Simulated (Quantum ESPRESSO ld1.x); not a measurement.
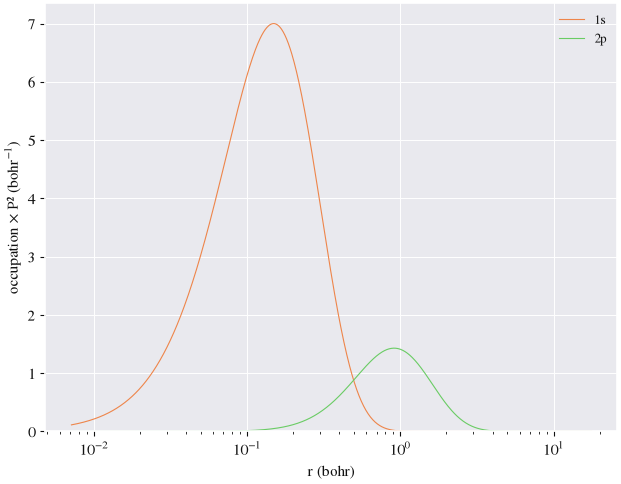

N⁺ (Z = 7, 6 electrons); electrons: [He] 2s2 2p2. Theory: non-relativistic Kohn-Sham, LDA (Slater exchange, Hedin-Lundqvist correlation), spin-unpolarised, spherical densities, point nucleus (computed with Quantum ESPRESSO ld1.x 7.5).

```
 &input
    atom='N',
    iswitch=1,
    rel=0,
    dft='SLA-HL',
    config='[He] 2s2 2p2 3s0 3p0 3d0',
    verbosity='high',
    prefix='ld1',
    max_out_wfc=37,
    file_charge='ld1.rho',
 /
```

The plot shows the radial probability densities P² of 2p and 1s, each times its occupation.

### Read the plot.

1s: outer maximum at 0.150 bohr, ⟨r⟩ = 0.231 bohr, 0 nodes, eigenvalue −398.2 eV; 2p: outer maximum at 0.914 bohr, ⟨r⟩ = 1.27 bohr, 0 nodes, eigenvalue −20.9 eV.
